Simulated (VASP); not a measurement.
Band structure of SnCl$_{2}$ (space group Pnnm). These are PBE GGA, VASP's PBE PAW potentials (set 64) (plane waves; VASP) values and carry that method's errors.

The path is coarsely sampled, so an indirect gap can come out somewhat too large. Unless said otherwise, spin-orbit coupling is left out, though it shifts the bands of the heavy elements here.

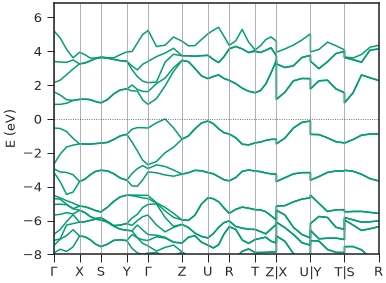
Figure: Bands along high-symmetry lines, zero at the valence-band maximum or, without a gap, the Fermi level

Read the plot: is there a gap, and where are the band edges?

The gap is indirect, 0.86 eV, from the valence maximum at (0.00, 0.00, 0.25) to the conduction minimum at Γ-X at 0.25.

The structure was generated: SnCl2 was put into an ordered model structure, which need not be its known phase. The cell was not relaxed at this level. The k-mesh is coarse (spacing up to 0.42 per Å, 2π included), so the numbers may not be converged in it.
